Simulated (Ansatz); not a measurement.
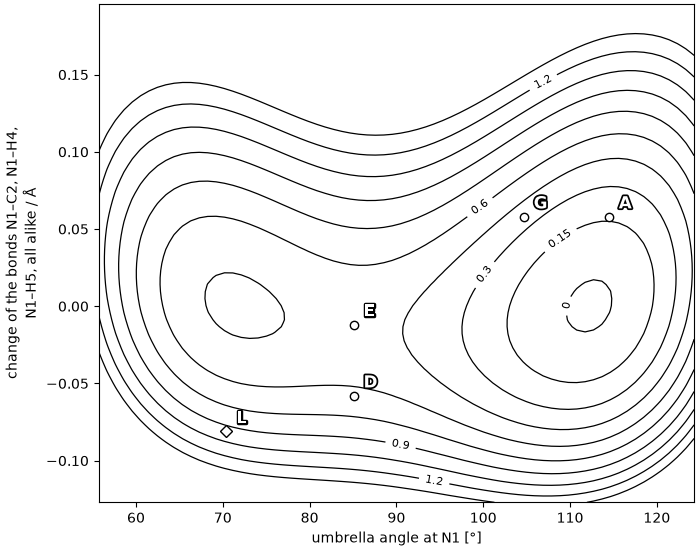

CH4NSe, SMILES NC[Se-], charge −1. Coordinates scanned: (1) umbrella angle at N1 (between each of its bonds and their common axis; 90 is planar); (2) change of the bonds N1–C2, N1–H4, N1–H5, all alike. Nothing is relaxed (all other coordinates rigid). The scan uses a 15 × 15 grid. Points are written as (first, second). All energies are given in eV relative to the lowest grid point. Theory: RHF/def2-TZVPD (Ansatz).

Drawn: contour lines labelled in eV (none above 1.35), lettered points. Between grid points the surface is interpolated.

**What kind of point is each of D, E, G, L: minimum, saddle, maximum or slope?**

D: on a slope; E: saddle point; G: on a slope; L: on a slope. (In these two coordinates alone; a stationary point may lie a little off the grid point.)

**Rank the lettered points by energy, lowest first.**

A (0.17 eV), G (0.37 eV), E (0.49 eV), D (0.64 eV), L (0.95 eV).
